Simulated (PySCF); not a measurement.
```xyz
21

B    -2.2132    1.2887    0.9739
C    -1.0800    1.1583   -0.0621
C    -0.6521   -0.1673   -0.6930
C    -1.3152   -1.4719   -0.3426
F    -0.4757   -2.5149   -0.6798
C     0.2795    0.5224    0.2384
C     0.6316   -0.0203    1.5977
S     1.6699    1.3708   -0.5649
C     2.7043   -0.0697   -0.9706
H    -2.8711    2.2544    0.9706
H    -2.4446    0.4503    1.7554
H    -0.9876    1.9813   -0.7650
H    -0.4093   -0.1102   -1.7501
H    -2.2346   -1.6158   -0.9207
H    -1.5233   -1.5724    0.7232
H     1.1369    0.7497    2.1780
H    -0.2517   -0.3349    2.1439
H     1.3010   -0.8743    1.4969
H     2.0780   -0.8605   -1.3719
H     3.2322   -0.4087   -0.0840
H     3.4161    0.2621   -1.7192
```

Geometry: GFN2-xTB.

All numbers below come from PBE0/pcSseg-1, SCF density, gas phase, non-relativistic (PySCF).

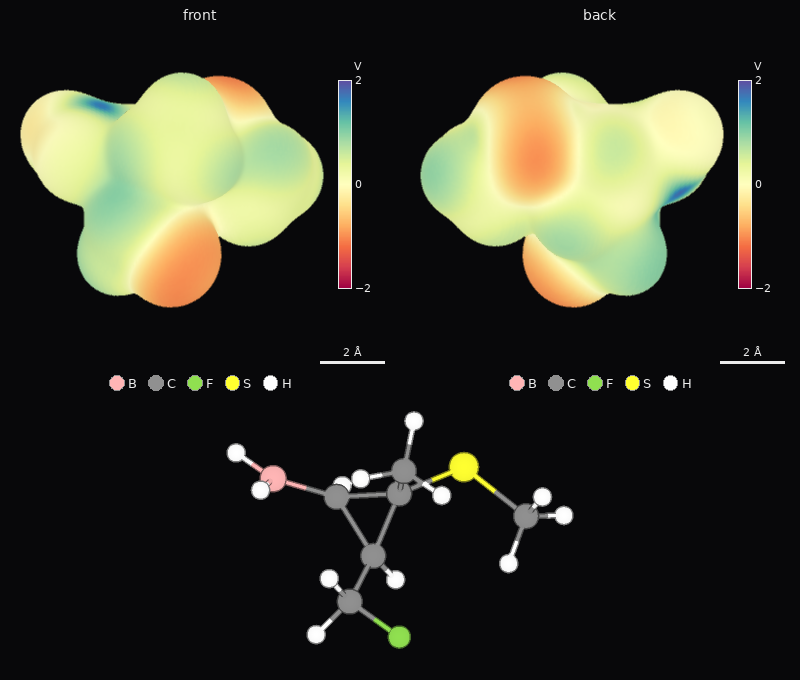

C₆H₁₂BFS. The molecular electrostatic potential painted on the density surface at 0.002 e/bohr³, seen from the front and from behind; red is negative and blue positive. The bare structure is drawn below in the same view.

**Which sites attract a positive test charge, and which a negative one?**

A positive charge is drawn to the negative regions and a negative charge to the positive ones. The most negative region (about −1.0 V) lies over F5 and S8, the most positive (about +1.6 V) over B1.

**What dipole moment does the calculation give?**

Its dipole moment is 0.57 D.
